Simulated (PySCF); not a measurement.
# One shape, several levels: doublet [BHF2]+

Wanted: a comparison of 6 runs (U-r2SCAN/def2-TZVPP, UB3LYP/def2-TZVPP, UBLYP/def2-TZVPP, UPBE/def2-TZVPP, UTPSS/def2-TZVPP, UCCSD(T)/def2-TZVPP) of doublet [BHF2]+. Input form: a Python script.

The calculation is run with PySCF 2.14.0.

## (1) The molecule

[BHF2]+: 4 atoms, total charge +1, spin state doublet. As SMILES of the parent species, `FBF`. The shape is that of a PBE0-D4/def2-TZVP optimisation. That shape belongs to the parent species and isn't relaxed for this state.

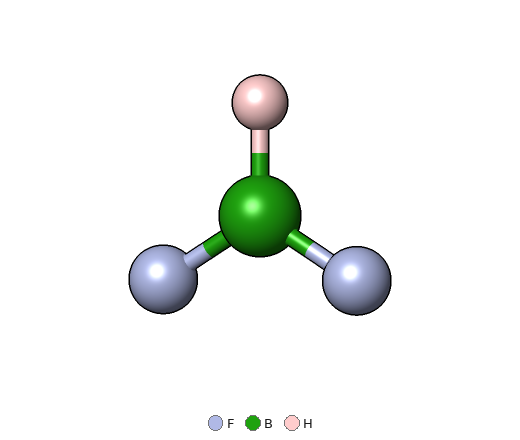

Viewed from a chosen angle; fluorine light blue, boron green, hydrogen pink.

## (2) The energy at U-r2SCAN/def2-TZVPP (run 1)

run.py

```python
from pyscf import gto, dft

mol = gto.M(
    atom='''
F      2.181311     0.863416    -0.683892
B     -0.003590    -0.058582     0.047621
F     -2.070006     0.999098    -0.829401
H     -0.107714    -1.803933     1.465672
''',
    verbose=3,
    charge=1,
    unit='bohr',
    max_memory=1860,
    basis='def2-tzvpp',
    spin=1,
)

myscf = dft.UKS(mol, xc='r2scan')
myscf.conv_tol = 1e-10
myscf.grids.level = 5
myscf.kernel()
if not myscf.converged:
    myscf = myscf.newton().run(myscf.mo_coeff, myscf.mo_occ)

energy = myscf.e_tot
print('E(%s) = %.9f' % ('R2SCAN', energy))
```

On the command line:

```sh
$ OMP_NUM_THREADS=1 python run.py
```

The log of the run:

```text
converged SCF energy = -224.745239932205  <S^2> = 0.75606038  2S+1 = 2.0060512
E(R2SCAN) = -224.745239932
```

Run time: 39 s. Hardware: 1 thread of Intel Xeon Platinum 8259CL at 2.50GHz (Skylake/Cascade Lake), shared host; peak memory 0.61 GiB.

## (3) A single-point energy at UB3LYP/def2-TZVPP (run 2)

geometry.xyz

```xyz
4
BF2H
F      1.154300     0.456900    -0.361900
B     -0.001900    -0.031000     0.025200
F     -1.095400     0.528700    -0.438900
H     -0.057000    -0.954600     0.775600
```

input.py

```python
from pyscf import gto, dft

mol = gto.M(
    atom='geometry.xyz',
    charge=1,
    max_memory=1860,
    spin=1,
    verbose=3,
    basis='def2-tzvpp',
)

mf = dft.UKS(mol, xc='b3lyp')
mf.conv_tol = 1e-10
mf.grids.level = 5
mf.kernel()
if not mf.converged:
    mf = mf.newton().run(mf.mo_coeff, mf.mo_occ)

etot = mf.e_tot
print('E(%s) = %.9f' % ('B3LYP', etot))
```

On the command line:

```sh
$ OMP_NUM_THREADS=1 python input.py
```

The log of the run:

```text
converged SCF energy = -224.841212029926  <S^2> = 0.75532547  2S+1 = 2.0053184
E(B3LYP) = -224.841212030
```

Wall time 21 s (1 thread of Intel Xeon Platinum 8259CL at 2.50GHz (Skylake/Cascade Lake), shared host); peak memory 0.55 GiB.

Runs 3 to 5 aren't shown in full; the table further down has their settings and results.

## (4) A single-point energy at UCCSD(T)/def2-TZVPP (run 6)

job.py

```python
from pyscf import gto, scf, cc

mol = gto.Mole()
mol.atom = 'F 1.154300 0.456900 -0.361900; B -0.001900 -0.031000 0.025200; F -1.095400 0.528700 -0.438900; H -0.057000 -0.954600 0.775600'
mol.basis = 'def2-tzvpp'
mol.verbose = 4
mol.charge = 1
mol.max_memory = 1860
mol.spin = 1
mol.build()

mf = scf.UHF(mol)
mf.conv_tol = 1e-10
mf.kernel()
if not mf.converged:
    mf = mf.newton().run(mf.mo_coeff, mf.mo_occ)

mycc = cc.CCSD(mf, frozen=3)
mycc.kernel()
e_t = mycc.ccsd_t()
etot = mycc.e_tot + e_t
print('E = %.10f Eh' % etot)
```

On the command line:

```sh
$ OMP_NUM_THREADS=1 python job.py
```

The log of the run:

```text
PySCF version 2.14.0

[... 96 lines left out ...]
converged SCF energy = -223.847880390952  <S^2> = 0.76491307  2S+1 = 2.0148579
[... 12 lines left out ...]
Init t2, MP2 energy = -0.585772515220552
[... 18 lines left out ...]
UCCSD converged
[... 2 lines left out ...]
E = -224.4580731167 Eh
```

Wall time 3.4 min (1 thread of Intel Xeon Platinum 8259CL at 2.50GHz (Skylake/Cascade Lake), shared host); peak memory 5.2 GiB.

## (5) The series

| run | level | integration grid | frozen core orbitals | energy (Eh) | HOMO energy (eV) | LUMO energy (eV) | ⟨S²⟩ | wall time |
| --- | --- | --- | --- | --- | --- | --- | --- | --- |
| 1 | U-r2SCAN/def2-TZVPP | 5 | – | -224.745240 | -19.07 | -17.80 | 0.756 | 39 s |
| 2 | UB3LYP/def2-TZVPP | 5 | – | -224.841212 | -20.16 | -17.41 | 0.755 | 21 s |
| 3 | UBLYP/def2-TZVPP | 5 | – | -224.830362 | -18.68 | -17.84 | 0.753 | 19 s |
| 4 | UPBE/def2-TZVPP | 5 | – | -224.618586 | -18.74 | -17.88 | 0.752 | 19 s |
| 5 | UTPSS/def2-TZVPP | 5 | – | -224.868172 | -18.80 | -17.80 | 0.754 | 38 s |
| 6 | UCCSD(T)/def2-TZVPP | – | 3 | -224.458073 | -25.15 | -13.05 | 0.765 | 3.4 min |

## (6) What came out

```
                                                         quantity          value
                                              run 6: total energy  -224.45807 Eh
run 6: HOMO energy (Hartree–Fock orbitals) (highest over α and β)      -25.15 eV
 run 6: LUMO energy (Hartree–Fock orbitals) (lowest over α and β)      -13.05 eV
               run 6: correlation energy (3 core orbitals frozen)     -610.2 mEh
                                            run 6: (T) correction     -21.59 mEh
                         run 6: ⟨S²⟩ of the reference determinant          0.765
                                             run 6: T1 diagnostic          0.033
```

What this shows: Totals of different functionals can't be ranked against each other. All runs together took 5.7 min, the longest 3.4 min.
